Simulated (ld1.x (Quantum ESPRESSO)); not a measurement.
Be: pseudopotential generation

- system: beryllium (Be, Z = 4), core [He], reference valence 2s1.5 2p0.5, valence charge 2.
- method: TM potential, PBE, scalar-relativistic, made with ld1.x (Quantum ESPRESSO) 7.5

### Input
```
 &input
   title='Be', zed=4., rel=1, dft='PBE', iswitch=3,
   config='[He] 2s1.5 2p0.5',
   nld=2, rlderiv=3.85, eminld=-2.0, emaxld=5.0, deld=0.02
 /
 &inputp
   pseudotype=2, tm=.true., lloc=-1, rcloc=2.95,
   nlcc=.true.,
   file_pseudopw='Be.UPF', file_wfcaegen='ae.wfc', file_wfcncgen='nc.wfc', file_beta='beta', file_chi='chi'
 /
2
2S  1  0   1.50   0.00  2.25  2.25  0.0
2P  2  1   0.50   0.00  3.55  3.55  0.0
 &test
   configts(1)='2s1.5 2p0.5'
 /
```

### Input of the test run
```
 &input
   title='Be', zed=4., rel=1, dft='PBE', iswitch=2,
   config='[He] 2s1.5 2p0.5'
 /
 &test
   file_pseudo='Be.UPF', nconf=7,
   configts(1)='2s1.5 2p0.5',
   configts(2)='2s2 2p0',
   configts(3)='2s1 2p0',
   configts(4)='2s1.5 2p0',
   configts(5)='2s0 2p2',
   configts(6)='2s1 2p1',
   configts(7)='2s0 2p1'
 /
```

Hardware: 1 CPU thread, shared host.

Launched with:
```bash
ld1.x < Be.in > Be.out
```

### Output
```
     Program LD1 v.7.5
     --------------------------- All-electron run ----------------------------

     Be
     scalar relativistic calculation

     atomic number is  4.00
     dft =PBE   lsd =0 sic =0 latt =0  beta=0.20 tr2=1.0E-14
     Exchange-correlation= PBE
                           (   1   4   3   4   0   0   0)
     mesh =1041 r(mesh) = 100.85720 a.u. xmin = -7.00 dx = 0.01250
     1 Ry =  13.60569312 eV, c = 137.03599908

     n l     nl                  e(Ry)          e(Ha)          e(eV)
     1 0     1S 1( 2.00)        -7.8612        -3.9306      -106.9569
     2 0     2S 1( 1.50)        -0.4343        -0.2172        -5.9092
     2 1     2P 1( 0.50)        -0.1687        -0.0844        -2.2959

     final scf error:  1.8E-15 reached in  18 iterations

     Etot =     -29.133561 Ry,     -14.566781 Ha,    -396.382297 eV

     Ekin =      29.003128 Ry,      14.501564 Ha,     394.607656 eV
     Encl =     -66.917522 Ry,     -33.458761 Ha,    -910.459263 eV
     Eh   =      14.174095 Ry,       7.087048 Ha,     192.848390 eV
     Exc  =      -5.393263 Ry,      -2.696631 Ha,     -73.379080 eV

     normalization and overlap integrals

     s(1S/1S) =  1.000000  <r> =   0.4205  <r2> =    0.2413  r(max) =   0.2661
     s(2S/2S) =  1.000000  <r> =   2.5844  <r2> =    8.0203  r(max) =   2.0415
     s(2P/2P) =  1.000000  <r> =   3.1581  <r2> =   12.7344  r(max) =   2.2563

     ------------------------ End of All-electron run ------------------------

     --------------------- Generating NC pseudopotential ---------------------

      Generating local potential from pseudized AE potential:
      Matching radius rcloc =   2.9500

      Local pseudo, rcloc= 2.970 Estimated cut-off energy=     2.72 Ry

      Computing core charge for nlcc:

       r > 0.95 : true rho core
       r < 0.95 : rho core = a sin(br)/r    a=   0.89  b=   2.80

      Integrated core pseudo-charge :   0.40

      Wfc   2S  rcut= 2.256  Using Troullier-Martins method

      Wfc   2P  rcut= 3.539  Using Troullier-Martins method

     ------------------- End of pseudopotential generation -------------------

     --------------------------- All-electron run ----------------------------

     Be
     scalar relativistic calculation

     atomic number is  4.00
     dft =PBE   lsd =0 sic =0 latt =0  beta=0.20 tr2=1.0E-14
     Exchange-correlation= PBE
                           (   1   4   3   4   0   0   0)
     mesh =1041 r(mesh) = 100.85720 a.u. xmin = -7.00 dx = 0.01250
     1 Ry =  13.60569312 eV, c = 137.03599908

     n l     nl                  e(Ry)          e(Ha)          e(eV)
     1 0     1S 1( 2.00)        -7.8612        -3.9306      -106.9569
     2 0     2S 1( 1.50)        -0.4343        -0.2172        -5.9092
     2 1     2P 1( 0.50)        -0.1687        -0.0844        -2.2959

     final scf error:  1.8E-15 reached in  18 iterations

     Etot =     -29.133561 Ry,     -14.566781 Ha,    -396.382297 eV

     Ekin =      29.003128 Ry,      14.501564 Ha,     394.607656 eV
     Encl =     -66.917522 Ry,     -33.458761 Ha,    -910.459263 eV
     Eh   =      14.174095 Ry,       7.087048 Ha,     192.848390 eV
     Exc  =      -5.393263 Ry,      -2.696631 Ha,     -73.379080 eV

     normalization and overlap integrals

     s(1S/1S) =  1.000000  <r> =   0.4205  <r2> =    0.2413  r(max) =   0.2661
     s(2S/2S) =  1.000000  <r> =   2.5844  <r2> =    8.0203  r(max) =   2.0415
     s(2P/2P) =  1.000000  <r> =   3.1581  <r2> =   12.7344  r(max) =   2.2563

     ------------------------ End of All-electron run ------------------------

     Computing logarithmic derivative in   3.83809
     Computing logarithmic derivative in   3.83809
     Computing the partial wave expansion
     R is outside the sphere for l=    0 j= 0.00
     R is outside the sphere for l=    1 j= 0.00

     ---------------------- Testing the pseudopotential ----------------------

     Be
     scalar relativistic calculation

     atomic number is  4.00   valence charge is  2.00
     dft =PBE   lsd =0 sic =0 latt =0  beta=0.20 tr2=1.0E-14
     mesh =1041 r(mesh) = 100.85720 xmin = -7.00 dx = 0.01250

     n l     nl             e AE (Ry)        e PS (Ry)    De AE-PS (Ry)
     1 0     2S   1( 1.50)       -0.43432       -0.43432        0.00000
     2 1     2P   1( 0.50)       -0.16875       -0.16875        0.00000

     eps = 5.4E-16  iter =  4

     Etot =     -29.133561 Ry,     -14.566781 Ha,    -396.382297 eV
     Etotps =    -2.199793 Ry,      -1.099896 Ha,     -29.929708 eV

     Ekin =       0.797019 Ry,       0.398509 Ha,      10.843992 eV
     Encl =      -3.310965 Ry,      -1.655482 Ha,     -45.047973 eV
     Ehrt =       1.338349 Ry,       0.669175 Ha,      18.209167 eV
     Ecxc =      -1.095643 Ry,      -0.547822 Ha,     -14.906987 eV
     (Ecc =      -0.317028 Ry,      -0.158514 Ha,      -4.313387 eV)
     Epseu=       0.071448 Ry,       0.035724 Ha,       0.972094 eV

     ---------------------- End of pseudopotential test ----------------------
```

### Output of the test run (extracts)
```
     ---------------------- Testing the pseudopotential ----------------------

     Be
     scalar relativistic calculation

     atomic number is  4.00   valence charge is  2.00
     dft =PBE   lsd =0 sic =0 latt =0  beta=0.20 tr2=1.0E-14
     mesh =1041 r(mesh) = 100.85720 xmin = -7.00 dx = 0.01250

     n l     nl             e AE (Ry)        e PS (Ry)    De AE-PS (Ry)
     1 0     2S   1( 1.50)       -0.43432       -0.43432        0.00000
     2 1     2P   1( 0.50)       -0.16875       -0.16875        0.00000

     eps = 4.6E-17  iter =  4

     Etot =     -29.133561 Ry,     -14.566781 Ha,    -396.382297 eV
     Etotps =    -2.199793 Ry,      -1.099896 Ha,     -29.929707 eV

     Ekin =       0.797019 Ry,       0.398509 Ha,      10.843993 eV
     Encl =      -3.310965 Ry,      -1.655482 Ha,     -45.047973 eV
     Ehrt =       1.338349 Ry,       0.669175 Ha,      18.209167 eV
     Ecxc =      -1.095643 Ry,      -0.547822 Ha,     -14.906987 eV
     (Ecc =      -0.317028 Ry,      -0.158514 Ha,      -4.313387 eV)
     Epseu=       0.071448 Ry,       0.035724 Ha,       0.972094 eV

     ---------------------- End of pseudopotential test ----------------------

     ---------------------- Testing the pseudopotential ----------------------

     Be
     scalar relativistic calculation

     atomic number is  4.00   valence charge is  2.00
     dft =PBE   lsd =0 sic =0 latt =0  beta=0.20 tr2=1.0E-14
     mesh =1041 r(mesh) = 100.85720 xmin = -7.00 dx = 0.01250

     n l     nl             e AE (Ry)        e PS (Ry)    De AE-PS (Ry)
     1 0     2S   1( 2.00)       -0.41231       -0.41095       -0.00136
     2 1     2P   1( 0.00)       -0.14836       -0.14811       -0.00025

     eps = 5.9E-16  iter =  7

     Etot =     -29.265949 Ry,     -14.632974 Ha,    -398.183519 eV
     Etotps =    -2.331895 Ry,      -1.165947 Ha,     -31.727046 eV
     dEtot_ae =      -0.132387 Ry
     dEtot_ps =      -0.132102 Ry,   Delta E=      -0.000285 Ry

     Ekin =       0.606477 Ry,       0.303239 Ha,       8.251540 eV
     Encl =      -3.392288 Ry,      -1.696144 Ha,     -46.154431 eV
     Ehrt =       1.391720 Ry,       0.695860 Ha,      18.935313 eV
     Ecxc =      -1.126603 Ry,      -0.563302 Ha,     -15.328216 eV
     (Ecc =      -0.317028 Ry,      -0.158514 Ha,      -4.313387 eV)
     Epseu=       0.188799 Ry,       0.094400 Ha,       2.568748 eV

     ---------------------- End of pseudopotential test ----------------------

     ---------------------- Testing the pseudopotential ----------------------

     Be
     scalar relativistic calculation

     atomic number is  4.00   valence charge is  2.00
     dft =PBE   lsd =0 sic =0 latt =0  beta=0.20 tr2=1.0E-14
     mesh =1041 r(mesh) = 100.85720 xmin = -7.00 dx = 0.01250

     n l     nl             e AE (Ry)        e PS (Ry)    De AE-PS (Ry)
     1 0     2S   1( 1.00)       -1.00697       -1.00396       -0.00301
     2 1     2P   1( 0.00)       -0.71855       -0.70824       -0.01031  !

     eps = 2.2E-17  iter =  9

     Etot =     -28.563987 Ry,     -14.281994 Ha,    -388.632847 eV
     Etotps =    -1.632118 Ry,      -0.816059 Ha,     -22.206092 eV
     dEtot_ae =       0.569574 Ry
     dEtot_ps =       0.567675 Ry,   Delta E=       0.001899 Ry

     Ekin =       0.391574 Ry,       0.195787 Ha,       5.327637 eV
     Encl =      -1.844910 Ry,      -0.922455 Ha,     -25.101277 eV
     Ehrt =       0.393368 Ry,       0.196684 Ha,       5.352046 eV
     Ecxc =      -0.708310 Ry,      -0.354155 Ha,      -9.637054 eV
     (Ecc =      -0.317028 Ry,      -0.158514 Ha,      -4.313387 eV)
     Epseu=       0.136160 Ry,       0.068080 Ha,       1.852555 eV

     ---------------------- End of pseudopotential test ----------------------

     ---------------------- Testing the pseudopotential ----------------------

     Be
     scalar relativistic calculation

     atomic number is  4.00   valence charge is  2.00
     dft =PBE   lsd =0 sic =0 latt =0  beta=0.20 tr2=1.0E-14
     mesh =1041 r(mesh) = 100.85720 xmin = -7.00 dx = 0.01250

     n l     nl             e AE (Ry)        e PS (Ry)    De AE-PS (Ry)
     1 0     2S   1( 1.50)       -0.69809       -0.69590       -0.00218
     2 1     2P   1( 0.00)       -0.41669       -0.41322       -0.00347

     eps = 2.5E-15  iter =  7

     Etot =     -28.989532 Ry,     -14.494766 Ha,    -394.422676 eV
     Etotps =    -2.056360 Ry,      -1.028180 Ha,     -27.978201 eV
     dEtot_ae =       0.144029 Ry
     dEtot_ps =       0.143433 Ry,   Delta E=       0.000596 Ry

     Ekin =       0.522292 Ry,       0.261146 Ha,       7.106150 eV
     Encl =      -2.662302 Ry,      -1.331151 Ha,     -36.222471 eV
     Ehrt =       0.836153 Ry,       0.418076 Ha,      11.376441 eV
     Ecxc =      -0.922504 Ry,      -0.461252 Ha,     -12.551304 eV
     (Ecc =      -0.317028 Ry,      -0.158514 Ha,      -4.313387 eV)
     Epseu=       0.170001 Ry,       0.085001 Ha,       2.312982 eV

     ---------------------- End of pseudopotential test ----------------------

     ---------------------- Testing the pseudopotential ----------------------

     Be
     scalar relativistic calculation

     atomic number is  4.00   valence charge is  2.00
     dft =PBE   lsd =0 sic =0 latt =0  beta=0.20 tr2=1.0E-14
     mesh =1041 r(mesh) = 100.85720 xmin = -7.00 dx = 0.01250

     n l     nl             e AE (Ry)        e PS (Ry)    De AE-PS (Ry)
     1 0     2S   1( 0.00)       -0.48384       -0.48986        0.00603  !
     2 1     2P   1( 2.00)       -0.21601       -0.21792        0.00192

     eps = 3.3E-15  iter = 12

     Etot =     -28.732990 Ry,     -14.366495 Ha,    -390.932239 eV
     Etotps =    -1.796275 Ry,      -0.898138 Ha,     -24.439567 eV
     dEtot_ae =       0.400572 Ry
     dEtot_ps =       0.403518 Ry,   Delta E=      -0.002946 Ry

     Ekin =       1.453056 Ry,       0.726528 Ha,      19.769830 eV
     Encl =      -3.111654 Ry,      -1.555827 Ha,     -42.336212 eV
     Ehrt =       1.220305 Ry,       0.610153 Ha,      16.603099 eV
     Ecxc =      -1.023036 Ry,      -0.511518 Ha,     -13.919118 eV
     (Ecc =      -0.317028 Ry,      -0.158514 Ha,      -4.313387 eV)
     Epseu=      -0.334945 Ry,      -0.167473 Ha,      -4.557165 eV

     ---------------------- End of pseudopotential test ----------------------

     ---------------------- Testing the pseudopotential ----------------------

     Be
     scalar relativistic calculation

     atomic number is  4.00   valence charge is  2.00
     dft =PBE   lsd =0 sic =0 latt =0  beta=0.20 tr2=1.0E-14
     mesh =1041 r(mesh) = 100.85720 xmin = -7.00 dx = 0.01250

     n l     nl             e AE (Ry)        e PS (Ry)    De AE-PS (Ry)
     1 0     2S   1( 1.00)       -0.45311       -0.45484        0.00173
     2 1     2P   1( 1.00)       -0.18631       -0.18679        0.00048

     eps = 2.6E-16  iter =  7

     Etot =     -29.000445 Ry,     -14.500222 Ha,    -394.571149 eV
     Etotps =    -2.066370 Ry,      -1.033185 Ha,     -28.114391 eV
     dEtot_ae =       0.133117 Ry
     dEtot_ps =       0.133423 Ry,   Delta E=      -0.000306 Ry

     Ekin =       1.003291 Ry,       0.501646 Ha,      13.650471 eV
     Encl =      -3.238423 Ry,      -1.619211 Ha,     -44.060988 eV
     Ehrt =       1.293286 Ry,       0.646643 Ha,      17.596052 eV
     Ecxc =      -1.068680 Ry,      -0.534340 Ha,     -14.540126 eV
     (Ecc =      -0.317028 Ry,      -0.158514 Ha,      -4.313387 eV)
     Epseu=      -0.055844 Ry,      -0.027922 Ha,      -0.759800 eV

     ---------------------- End of pseudopotential test ----------------------

     ---------------------- Testing the pseudopotential ----------------------

     Be
     scalar relativistic calculation

     atomic number is  4.00   valence charge is  2.00
     dft =PBE   lsd =0 sic =0 latt =0  beta=0.20 tr2=1.0E-14
     mesh =1041 r(mesh) = 100.85720 xmin = -7.00 dx = 0.01250

     n l     nl             e AE (Ry)        e PS (Ry)    De AE-PS (Ry)
     1 0     2S   1( 0.00)       -1.01051       -1.02450        0.01400  !
     2 1     2P   1( 1.00)       -0.72432       -0.72804        0.00372

     eps = 1.5E-15  iter =  9

     Etot =     -28.276661 Ry,     -14.138331 Ha,    -384.723579 eV
     Etotps =    -1.336034 Ry,      -0.668017 Ha,     -18.177673 eV
     dEtot_ae =       0.856900 Ry
     dEtot_ps =       0.863759 Ry,   Delta E=      -0.006859 Ry

     Ekin =       0.993894 Ry,       0.496947 Ha,      13.522617 eV
     Encl =      -1.774775 Ry,      -0.887387 Ha,     -24.147043 eV
     Ehrt =       0.369044 Ry,       0.184522 Ha,       5.021105 eV
     Ecxc =      -0.678439 Ry,      -0.339219 Ha,      -9.230631 eV
     (Ecc =      -0.317028 Ry,      -0.158514 Ha,      -4.313387 eV)
     Epseu=      -0.245759 Ry,      -0.122879 Ha,      -3.343720 eV

     ---------------------- End of pseudopotential test ----------------------
```

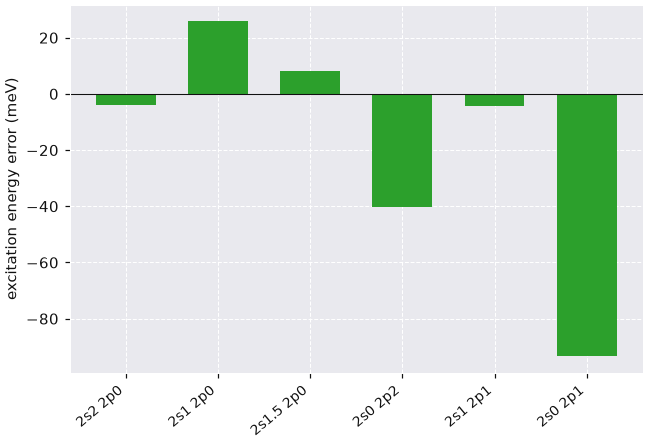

**Figure 1.** Errors, all-electron minus pseudo, of the energies of valence configurations relative to the unpolarised reference 2s1.5 2p0.5.

- Worst configuration: 2s0 2p1 (charge +1): the error is -93 meV on an all-electron energy of +11.66 eV relative to the reference, or 0.8 %.
- Errors in meV: 2s2 2p0: -3.9; 2s1 2p0: +26; 2s1.5 2p0: +8.1; 2s0 2p2: -40; 2s1 2p1: -4.2; 2s0 2p1: -93.
- Configurations within 10 meV and within 50 meV: 3 and 5 of 6.

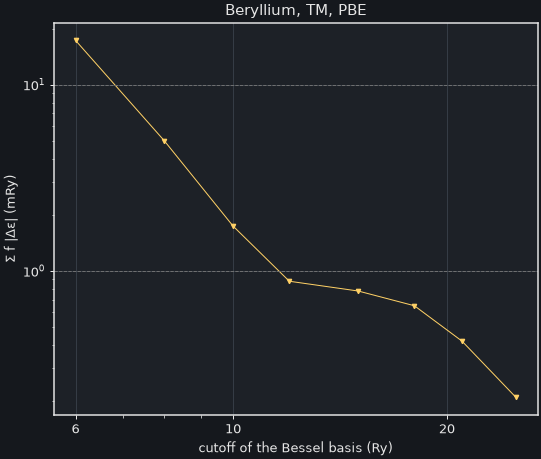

**Figure 2.** The pseudo-atom Hamiltonian at the reference potential is diagonalised in spherical Bessel functions (20 bohr box) up to the cutoff. Curve: occupation-weighted sum of the valence levels' distances from their values at 400 Ry.

- Cutoffs for 10 and 1 mRy in the occupation-weighted sum of levels: 8 Ry and 12 Ry, on the ladder of cutoffs that was run.
- Error at 6 Ry: about 17 mRy.

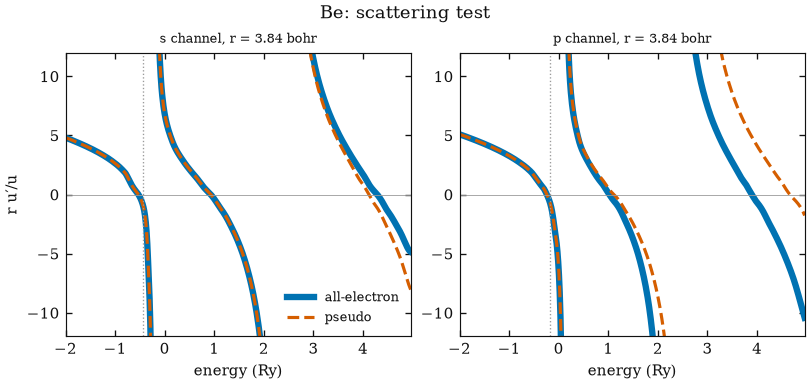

**Figure 3.** Logarithmic derivatives r u′/u at the test radius against energy, all-electron atom (solid) and pseudo-atom (dashed). Here u = r R(r). The dotted line marks the reference energy of the channel.

- Poles, where the radial function vanishes at the test radius: s: all-electron at -0.2 and 2.4 Ry, pseudo at -0.2 and 2.4 Ry; p: all-electron at 0.1 and 2.3 Ry, pseudo at 0.1 and 2.6 Ry.
- Zeros of the logarithmic derivative: s: all-electron -0.5, 0.9 and 4.3 Ry, pseudo -0.5, 0.9 and 4.1 Ry; p: all-electron -0.2, 1.0 and 3.9 Ry, pseudo -0.2, 1.1 and 4.7 Ry.

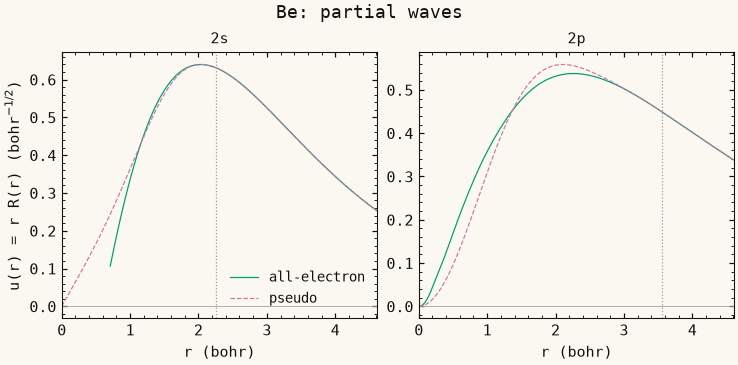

**Figure 4.** Partial waves u(r) = r R(r), all-electron (solid) and pseudo (dashed). Dotted lines mark the matching radii. The innermost oscillations of some all-electron curves aren't drawn. Pseudo-waves: 2s has no node; 2p has no node.

### Key numbers

- outcome: generated
- cutoffs needed: 8 Ry and 12 Ry (the cutoffs, on a coarse ladder, from which the occupation-weighted sum of valence levels, in a spherical-Bessel basis at the reference potential, stays within 10 and 1 mRy of its value at 400 Ry); ghost states and empty shells don't enter this sum
- ghost test: no ghost state below the valence levels in the s, p, d, f channels (spherical-Bessel basis up to 400 Ry, 20 bohr box)
- largest excitation error: -93 meV (all-electron minus pseudo) for 2s0 2p1, out of 6 test configurations
- range over which the phases arctan(r u′/u) at the test radius agree within 0.05 rad (a looser test near the poles than one of phase shifts): s: up to about 3.7 Ry; p: up to about 0.7 Ry
- wall time: 0.66 s
